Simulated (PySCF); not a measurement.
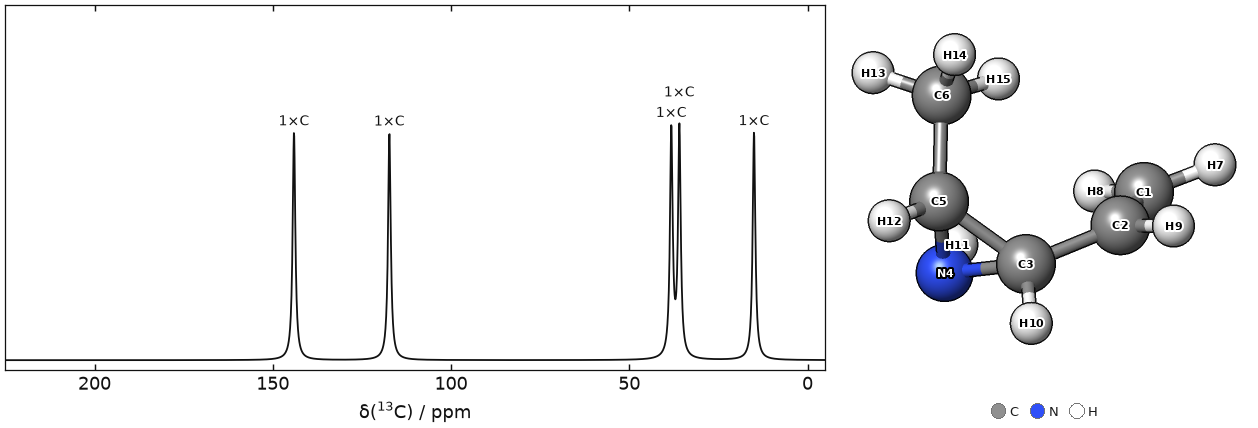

Spectrum and numbered structure of C₅H₉N, SMILES C=C[C@@H]1N[C@@H]1C. GIAO shifts, PBE0/pcSseg-1 with PySCF 2.14.0, at a GFN2-xTB geometry (no frequency check), against TMS for ¹³C computed at the same level. Gas phase, fully decoupled, line heights follow the number of nuclei, widths are arbitrary (no quadrupolar broadening); values of one conformer, averaged over methyl-type rotors and exact or near symmetry; other conformers aren't averaged in.

Which ¹³C nuclei are the least shielded, and which the most?

Answer. Least shielded: C2 at 144.0 ppm. Most shielded: C6 at 15.0 ppm.

Caveats: the tight-binding geometry is rougher than a DFT one and adds to the error.
